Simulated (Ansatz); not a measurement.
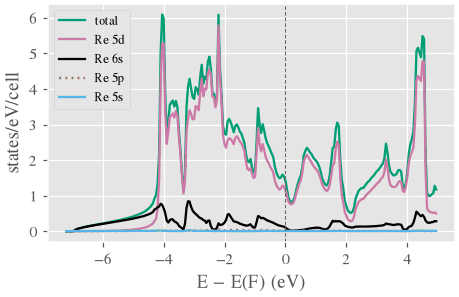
Fig. 1. Total and projected density of states of Re (diamond, space group No. 227), DFT-PBEsol in the program Ansatz with PAW potentials

### Question
Which orbitals carry the states next to the Fermi level?

### Answer
Within 0.5 eV of the Fermi level: Re 5d 83 %, Re 6s 8 %, outside the projected shells 8 %. Projections are on Löwdin-orthogonalised atomic valence shells; empty p or d shells of many metals are not among them.

### Question
Where is the tallest occupied peak in this window, and what makes it?

### Answer
Near -4.0 eV, about 6.1 states/eV per cell; the largest projected share is Re 5d.

Space group Fd-3m (diamond). The start of the workflow was typed in or built on a structure type; neither database checked (COD, Materials Project) lists it. It is not the phase usual at ambient conditions (space group No. 194). Symmetry was held in the PBEsol relaxation. At this level the phase is mechanically unstable. The run is not spin-polarised. Scalar-relativistic: spin–orbit coupling is off unless named, which matters more the heavier the elements.

Potentials: the earlier of the program's two PAW sets. The files were generated under PBE; for other functionals the program regenerates the frozen cores, and for LDA and PBEsol the local potential too.
